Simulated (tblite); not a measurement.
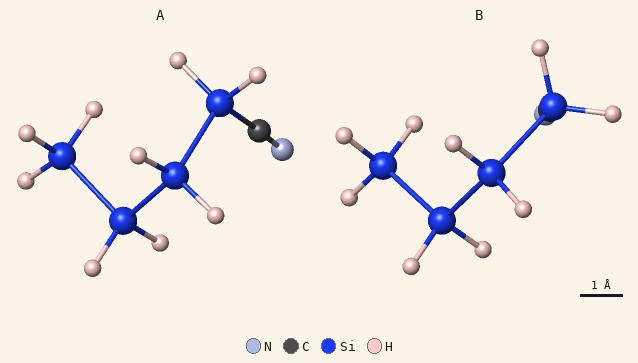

Two geometries of CH9NSi4, drawn at one scale. One is the start of a relaxation, the other its converged end. Style: ball-and-stick. Shown from a free direction.

Computed with GFN2-xTB geometry optimisation, gas phase in tblite. 

Which one is relaxed?

Structure B is the relaxed one. After 164 geometry steps the energy has fallen by 5.89 kcal/mol. The atom that moves furthest after the best rigid fit is the N atom (1.62 Å). By element the largest moves are N 1.62 Å, H 1.49 Å, C 0.86 Å, Si 0.49 Å. Among the contacts that change: Si–Si 2.283 → 2.323 Å, H–Si 1.491 → 1.464 Å, Si–Si 2.305 → 2.329 Å, Si–Si 2.297 → 2.314 Å. Bond angles that change, for instance: C–Si–H 111.7° → 102.9°, Si–Si–H 109.8° → 118.3°, C–Si–H 111.2° → 102.9°. Groups turn about Si–Si by about 55°. The run took 1.2 s on 1 thread of Arm Neoverse V2 (shared host).
